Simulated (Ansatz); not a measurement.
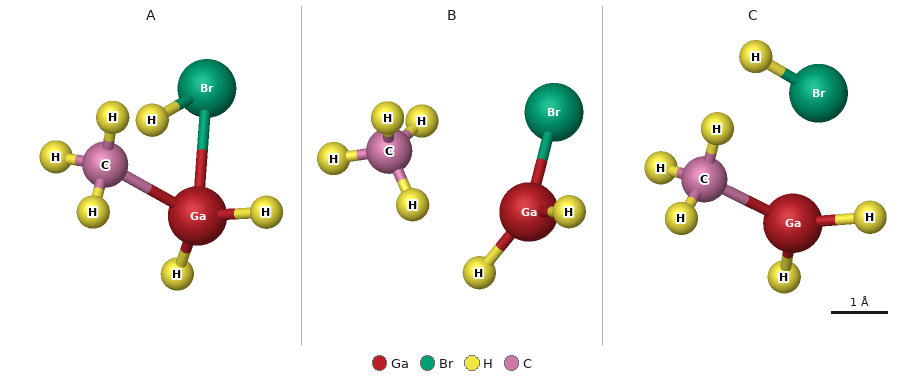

Three geometries of CH₆BrGa: a saddle point and the two relaxed ends that it joins, in shuffled order. A ball-and-stick model, seen at a tilt. Sticks join atoms that are closer than about 1.2 times the sum of their covalent radii (a little more with hydrogen).

Stationary points at PBE0-D4/def2-TZVP, single-point energies with CCSD(T)/CBS, wB97M-V, BHLYP-D4 (def2-TZVPP where no basis is named; Ansatz 0.2.0). The energies are electronic, without zero-point or thermal terms, and both ends are the relaxed geometries reached downhill from the saddle, with any fragments still in contact. CCSD(T)/CBS stands for a frozen-core estimate: MP2 correlation extrapolated from def2-TZVPP and def2-QZVPP, CCSD(T) minus MP2 from the smaller set.

Q: Identify the saddle point and describe the reaction.

A: Frame A is the saddle point. Counted by bonded pieces, B holds CH₄ + GaH₂Br and C holds CH₅Ga + HBr. From B over the saddle to C, bonds form: C–Ga (3.11 → 2.08 → 1.98 Å), Br–H (3.14 → 1.60 → 1.42 Å). Bonds break: Br–Ga (2.30 → 2.71 → 2.93 Å), C–H (1.09 → 1.62 → 3.12 Å). The saddle has one imaginary mode, 653i cm⁻¹. The end B keeps a soft imaginary mode of 62i cm⁻¹, so it isn't quite a minimum. The end C keeps a soft imaginary mode of 38i cm⁻¹, so it isn't quite a minimum. With CCSD(T)/CBS the barrier is 1.91 eV from B and 0.43 eV from C, and C lies 1.48 eV above B. By Pauling bond orders of the changing bonds the saddle lies closer to C, the higher end, as Hammond's postulate suggests.

```
      level  barrier from B (eV)  barrier from C (eV)  C less B (eV)
CCSD(T)/CBS                 1.91                 0.43           1.48
    wB97M-V                 1.97                 0.46           1.51
   BHLYP-D4                 2.17                 0.53           1.63
```

Against CCSD(T)/CBS, wB97M-V comes closest on the barrier from B (+0.06 eV) and BHLYP-D4 misses most (+0.26 eV).

Limits of the set-up: the start holds two separate molecules, 2.6 Å apart at their closest, whose relative position is a soft coordinate.
